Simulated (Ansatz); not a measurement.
**InSiH4OF3: single-point calculation**

System: InSiH4OF3, SMILES [F][In-]([F])([F])[OH+][SiH3].
Method: RKS HSE06 (plane-wave form)-D4/def2-TZVPP (Ansatz 0.2.0).

The geometry comes from this level: PBE0-D4/def2-TZVP.

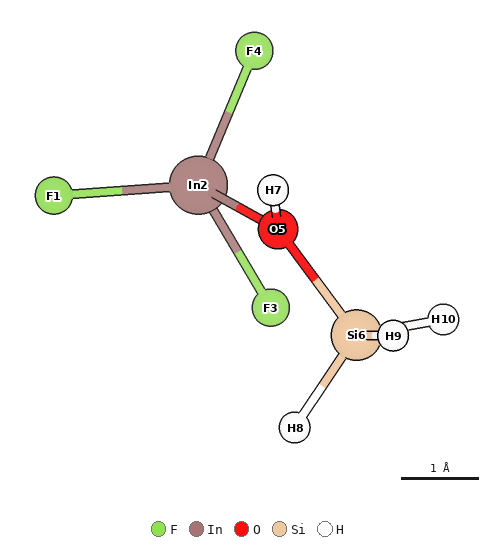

*The structure as given in the input (ball-and-stick view, seen at a tilt; atoms are numbered from 1 in the order of the input). Sticks mark near contacts.*

Bond lengths as drawn: F–In 1.93 to 1.96 Å, H–O 0.96 Å, H–Si 1.47 to 1.49 Å, In–O 2.22 Å and O–Si 1.71 Å.

Summary

```json
{"quantity": "outcome", "value": "converged"}
{"quantity": "total energy", "value": "−23309.1993 eV"}
{"quantity": "mean-field energy", "value": "−23309.0273 eV"}
{"quantity": "dispersion energy", "value": "−0.1721 eV"}
{"quantity": "SCF solution under orbital rotations", "value": "stable"}
{"quantity": "HOMO", "value": "−9.70 eV"}
{"quantity": "LUMO", "value": "−2.58 eV"}
{"quantity": "hardware", "value": "4 threads of Arm Neoverse V2, 23 GiB of memory available, shared host"}
{"quantity": "wall time", "value": "5 s (CPU time 19 s)"}
{"quantity": "peak memory", "value": "0.9 GiB"}
```

Input file
```yaml
crystal:
  periodic: [false, false, false]
  atoms:
    - {symbol: F, position_ang: [-1.655707, -2.662393, -0.383600]}
    - {symbol: In, position_ang: [-0.112679, -1.623419, -0.908826]}
    - {symbol: F, position_ang: [1.338624, -1.367706, 0.377689]}
    - {symbol: F, position_ang: [0.256398, -1.415874, -2.795182]}
    - {symbol: O, position_ang: [-0.593003, 0.439277, -0.245026]}
    - {symbol: Si, position_ang: [0.384980, 1.223984, 0.922742]}
    - {symbol: H, position_ang: [-1.322543, 0.951486, -0.602339]}
    - {symbol: H, position_ang: [0.314859, 0.474784, 2.188336]}
    - {symbol: H, position_ang: [-0.275323, 2.547491, 1.061943]}
    - {symbol: H, position_ang: [1.747695, 1.381267, 0.387163]}
basis:
  gaussian: {orbitals: def2-TZVPP}
hamiltonian: {xc: hse06, dispersion: d4}
output: {orbitals: {seedname: orbitals}}
```

Launched with:
```bash
ansatz run in.yaml --threads 4 --pin off --events-out ev --progress --plain --max-ram 11315MiB
```

Output
```
Functional definition: HSE06
  name "HSE06"
  cite "Heyd, Scuseria & Ernzerhof, J. Chem. Phys. 118, 8207 (2003) doi:10.1063/1.1564060"
  cite "Krukau, Vydrov, Izmaylov & Scuseria, J. Chem. Phys. 125, 224106 (2006) doi:10.1063/1.2404663"
  cite "Heyd & Scuseria, J. Chem. Phys. 120, 7274 (2004) doi:10.1063/1.1668634"
  cite "Ernzerhof & Perdew, J. Chem. Phys. 109, 3313 (1998) doi:10.1063/1.476928"
  cite "Perdew, Burke & Ernzerhof, Phys. Rev. Lett. 77, 3865 (1996) doi:10.1103/PhysRevLett.77.3865"
  parent pbe
  parameter a = 0.25
  parameter omega = 0.11/bohr
  # The whole range is PBE's own exchange, as in plane waves. The composition of these papers is wPBEh.
  exchange = pbe_x - a*pbe_x_sr(omega) + a*exact_x_sr(omega)
  correlation = pbe_c
1627 factors; their error is unknown
122 factors; integrals over basis functions are off by at most 4.7e-7 eV
mean field evaluation 1: about -23298.8733 eV, gradient 8.2e1 eV
mean field evaluation 2: about -23272.3165 eV, gradient 1.6e2 eV
mean field evaluation 4: about -23308.8382 eV, gradient 7.9e0 eV
mean field evaluation 8: about -23308.9308 eV, gradient 1.5e-1 eV
mean field evaluation 16: about -23309.0272 eV, gradient 2.3e-4 eV
mean field -23309.02717766 eV, -856.5909493531 hartree, gradient 7.5e-5 eV, S^2 0.000000; 0 other end points of the search recorded, 0 dependent functions left out
reference -23309.02725475 eV, -856.5909521860 hartree; 37, 37 occupied and 235, 235 virtual orbitals, 1627 factors
Total energy: -23309.19934059 eV, -856.5972762238 hartree
```

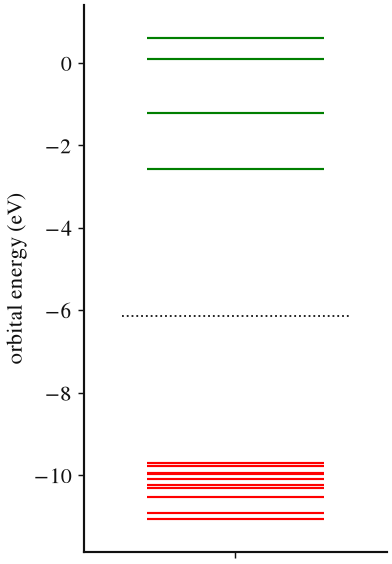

*Orbital energies near the frontier; the dotted line parts filled from empty levels, and levels within 0.02 eV of each other stand side by side.*

Highest filled −9.70 eV, lowest empty −2.58 eV, 7.12 eV apart.
